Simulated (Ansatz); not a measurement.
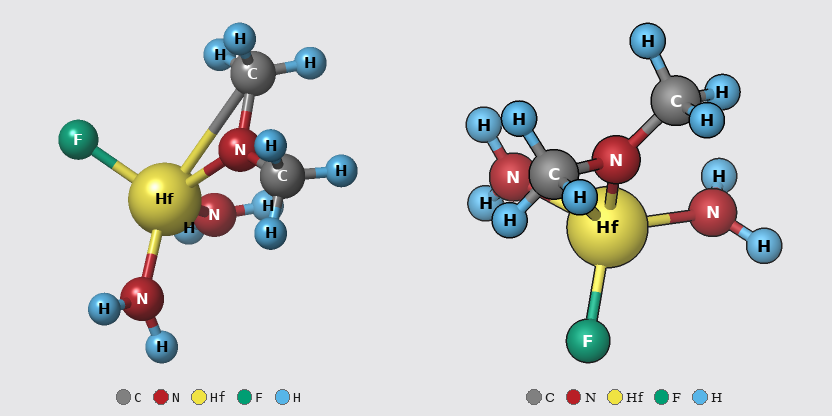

Two views of one molecule.

Charge 0, singlet.

Identify the structure.

It has 17 atoms: 2 carbon, 10 hydrogen, 1 fluorine, 1 hafnium and 3 nitrogen (C2H10FHfN3). This geometry has C1 symmetry. Coordination, clear cases only: 3 N trigonal planar; 1 C tetrahedral.

More results for the same structure follow; atom numbers are the same in all pictures, views and colours differ. Computed geometry: PBE0-D4/def2-TZVP optimisation. No frequency run is at hand to confirm it as a minimum.

Geometry

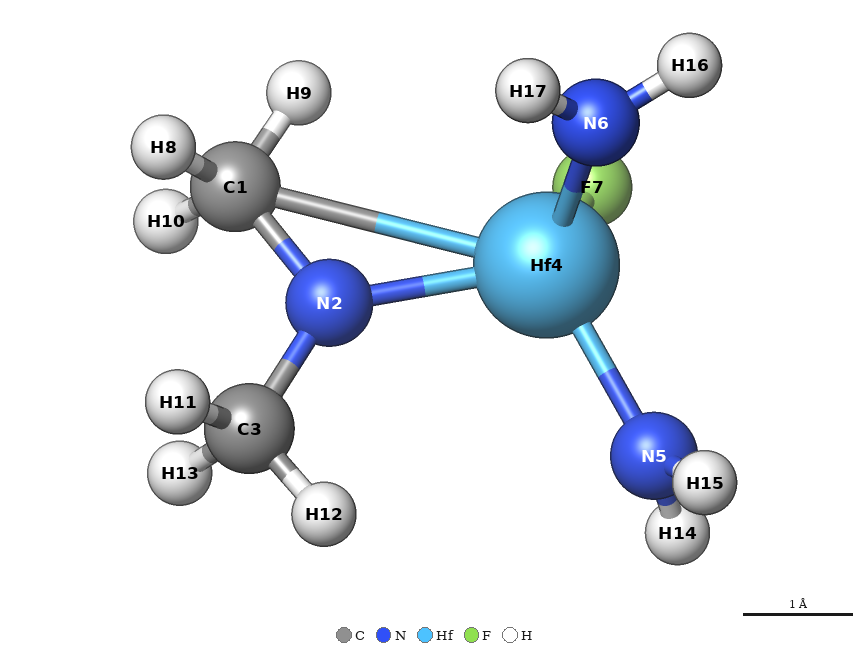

No frequency run is at hand to confirm it as a minimum.

List the bonds and their lengths. Leave out bonds to hydrogen.

| bond | length (Å) |
| --- | --- |
| C1–N2 | 1.445 |
| C1–Hf4 | 2.960 |
| N2–C3 | 1.440 |
| N2–Hf4 | 2.029 |
| Hf4–N5 | 2.040 |
| Hf4–N6 | 2.041 |
| Hf4–F7 | 1.935 |

Electronic properties

No frequency run is at hand to confirm it as a minimum. Properties computed with RKS r2SCANh-D4/def2-TZVPP, core potentials on Hf (Ansatz 0.2.0).

Predict the main results.

- HOMO energy (Kohn–Sham orbital): −5.74 eV
- LUMO energy (Kohn–Sham orbital): 0.05 eV
- HOMO–LUMO gap: 5.79 eV
- dispersion correction: −10.3 kJ/mol

Charges

The questions are on Mulliken charges. No frequency run is at hand to confirm it as a minimum. Properties computed with RKS B3LYP-D4/def2-TZVPP, core potentials on Hf (Ansatz 0.2.0).

> Which atom carries the highest charge (most positive or least negative)?

Hf4 (0.88 e).

> And the lowest?

N6 (−0.47 e).

Give the Mulliken charges atom by atom.

```json
{"atom": "C1", "value (e)": "−0.15"}
{"atom": "N2", "value (e)": "−0.30"}
{"atom": "C3", "value (e)": "−0.15"}
{"atom": "Hf4", "value (e)": "0.88"}
{"atom": "N5", "value (e)": "−0.46"}
{"atom": "N6", "value (e)": "−0.47"}
{"atom": "F7", "value (e)": "−0.38"}
{"atom": "H8", "value (e)": "0.08"}
{"atom": "H9", "value (e)": "0.08"}
{"atom": "H10", "value (e)": "0.09"}
{"atom": "H11", "value (e)": "0.08"}
{"atom": "H12", "value (e)": "0.08"}
{"atom": "H13", "value (e)": "0.08"}
{"atom": "H14", "value (e)": "0.13"}
{"atom": "H15", "value (e)": "0.14"}
{"atom": "H16", "value (e)": "0.13"}
{"atom": "H17", "value (e)": "0.14"}
```

Dipole moment

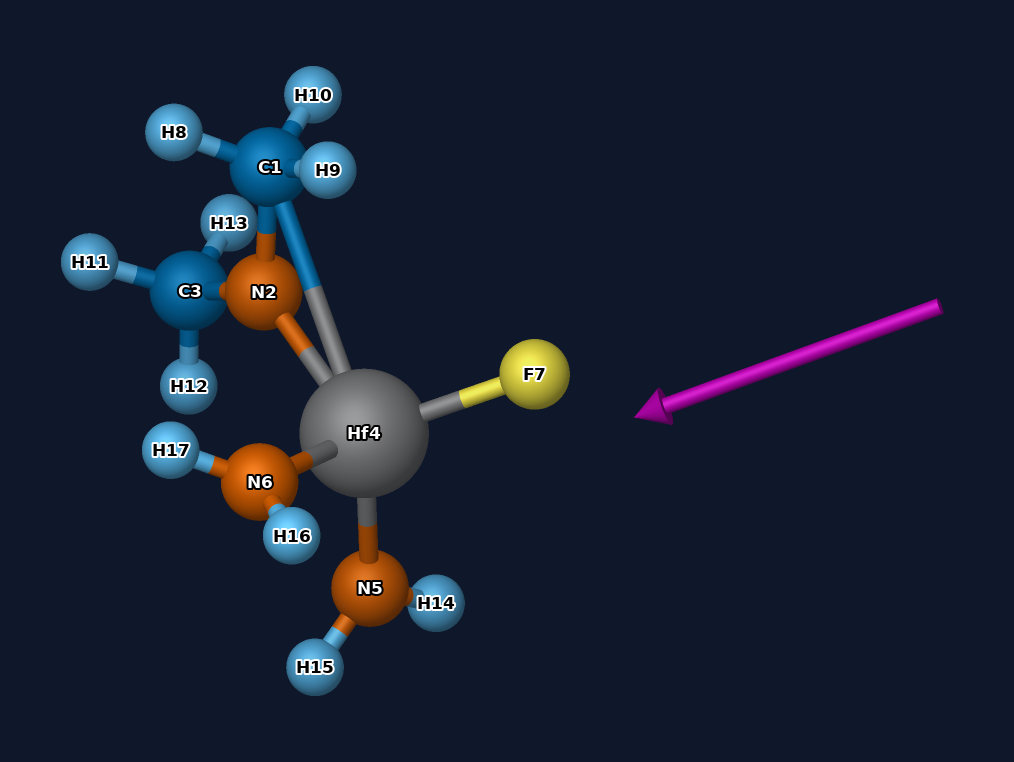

The arrow beside the molecule shows the direction of the dipole moment, from the negative to the positive end (its length means nothing). No frequency run is at hand to confirm it as a minimum. Properties computed with RKS PBE-D4/def2-TZVPP, core potentials on Hf (Ansatz 0.2.0).

> Estimate the dipole moment.

1.91 D; it points from the side of F7 to the side of H11 (the outermost atoms at the two ends).

Mulliken values depend strongly on the basis set and can even reverse the polarity of a bond.
